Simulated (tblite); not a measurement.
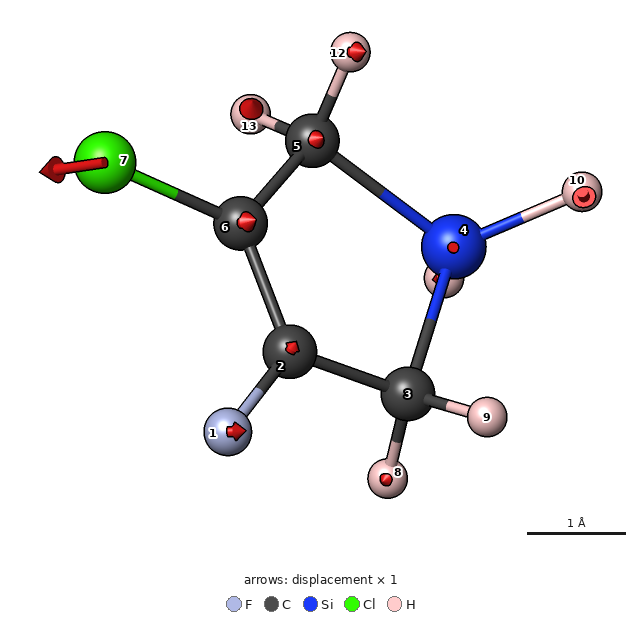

This is a relaxation of C4H6ClFSi (charge −1, multiplicity 2). The starting structure is drawn; red arrows show the displacements, at their true length. The two geometries are superimposed by the best rigid fit.

A ball-and-stick model, seen from a free direction.

These are results of GFN2-xTB geometry optimisation, gas phase (tblite 0.8.0), not measurements. 

> Atoms of which element are displaced furthest, and by how much?

Chlorine: up to 0.88 Å, against 0.32 Å for hydrogen.

> What did the optimiser do to the structure, and how much energy did it gain?

The energy falls by 20.4 kcal/mol in 100 geometry steps. The atom that moves furthest after the best rigid fit is the Cl atom (0.88 Å). Largest moves by element: Cl 0.88 Å, H 0.32 Å, C 0.25 Å, F 0.21 Å, Si 0.08 Å. Near-neighbour distances that change, for instance: C–Cl 1.709 → 2.295 Å, C–C 1.432 → 1.313 Å, C–C 1.488 → 1.527 Å, C–Si 1.900 → 1.927 Å. Bonds break, among them: C–Cl (1.71 → 2.30 Å). Among the angles between lasting bonds that change: F–C–C 122.0° → 113.1°, F–C–C 120.4° → 125.8°, H–Si–H 112.7° → 107.4°. The run took 0.77 s on 1 thread of Arm Neoverse V1, with other jobs on the host.
